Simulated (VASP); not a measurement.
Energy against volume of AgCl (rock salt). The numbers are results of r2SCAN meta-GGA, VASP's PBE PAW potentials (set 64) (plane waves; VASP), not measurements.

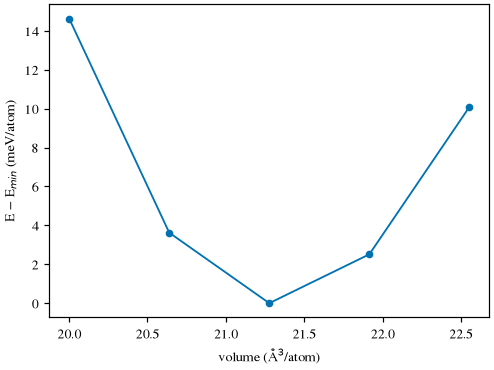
Fig. 1. Energy against volume

Estimate the equilibrium volume and the bulk modulus.

The minimum lies near 21.3 Å³/atom, and the curvature gives B0 of about 51 GPa.

The compound is AgCl in the rock salt structure. It was relaxed first.
